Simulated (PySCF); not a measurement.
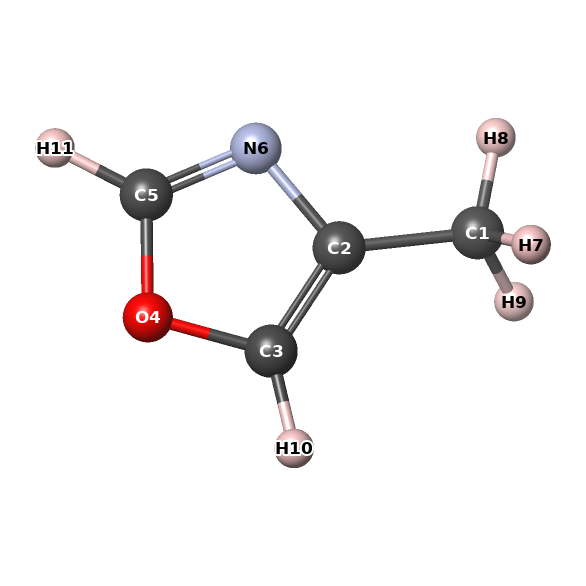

The geometry was computed by an optimisation with PBE0-D3(BJ)/def2-SVP. No frequency run is at hand to confirm it as a minimum. Method: B3LYP/pcJ-1 indirect spin-spin coupling, non-relativistic, gas phase (PySCF 2.14.0). Isotopes: 13C, 1H, 15N, 17O.

Give the spin–spin coupling constants of these pairs, with the number of bonds between them: C2/N6, C1/N6, C3/N6, O4/N6, N6/H11, N6/H9, N6/H10, N6/H8, N6/H7.

```csv
pair,bonds apart,J (Hz)
"C2, N6",1,3.1
"C1, N6",2,−8.9
"C3, N6",2,1.5
"O4, N6",2,−3.4
"N6, H11",2,−14.8
"N6, H9",3,−2.5
"N6, H10",3,−0.7
"N6, H8",3,−2.7
"N6, H7",3,−1.6
```
